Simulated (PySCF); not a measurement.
# C₄H₇F₃N₂Si: what the fields show

Input

```
{"job": {"kind": "nmr", "xc": "PBE0", "basis": "pcSseg-1"}, "charge": 0, "multiplicity": 1}
F      3.570101    -0.315815     0.776500
C      2.276154     0.034864     0.752123
F      1.605399    -0.915049     1.419263
F      2.165703     1.158386     1.476106
C      1.751629     0.218662    -0.673419
N      0.406733     0.693013    -0.698601
Si    -0.942542    -0.336108    -0.414413
C     -1.839419    -0.566526     1.281777
C     -2.875583     0.251831     0.584662
N     -2.470104     0.575775    -0.582134
H      1.801195    -0.756903    -1.160700
H      2.429996     0.911709    -1.181688
H      0.324249     1.663200    -0.434654
H     -0.752432    -1.534003    -1.216078
H     -1.432651    -0.071027     2.161430
H     -2.184683    -1.553859     1.578715
H     -3.840744     0.553880     0.970662
```

Command:

```sh
OMP_NUM_THREADS=1 python probes_run.py task.json out
```

Geometry: GFN2-xTB.

Computed with PBE0/pcSseg-1, SCF density, gas phase, non-relativistic in PySCF.

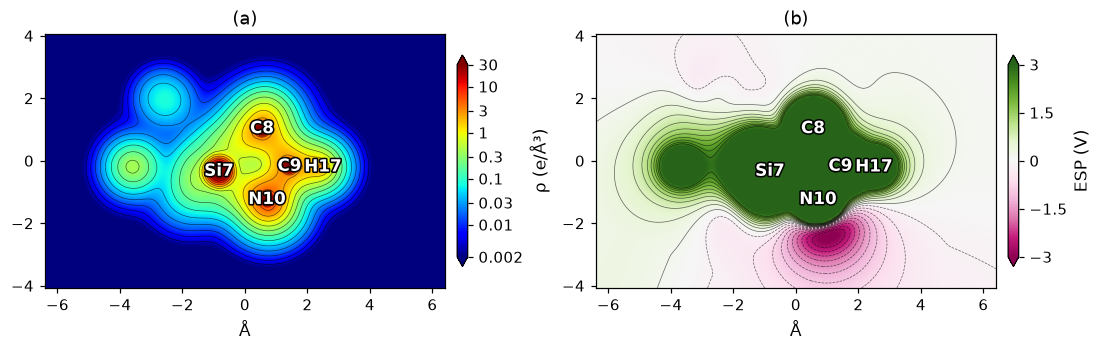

Figure 1. (a) electron density; (b) molecular electrostatic potential on the plane of atoms N10, C9 and H17.

Question: What does the map show?

Answer: The section cuts through Si, C, N and H sites. C–N (1.28 Å): ρ is about 2.8 e/Å³ halfway. C–C (1.49 Å): ρ at the midpoint is about 1.8 e/Å³. C–Si (1.93 Å): ρ at the midpoint is about 0.85 e/Å³. Outside the dense part of the molecule the potential is most negative (−3.2 V) near N10.

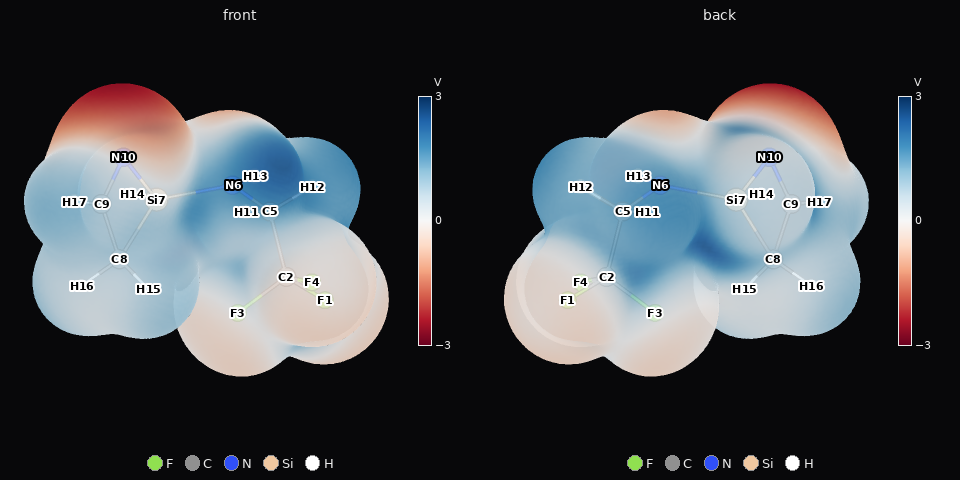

Figure 2. The electrostatic potential painted on the density surface at 0.004 e/bohr³, seen from the front and from behind; red is negative and blue positive.

Question: Where is the surface potential most negative and most positive?

Answer: The most negative region (about −2.5 V) lies over N10, the most positive (about +2.4 V) over Si7 and H13. N10 is the likeliest acceptor of a hydrogen bond.

Question: How polar is the molecule by this calculation?

Answer: Its dipole moment is 0.95 D.
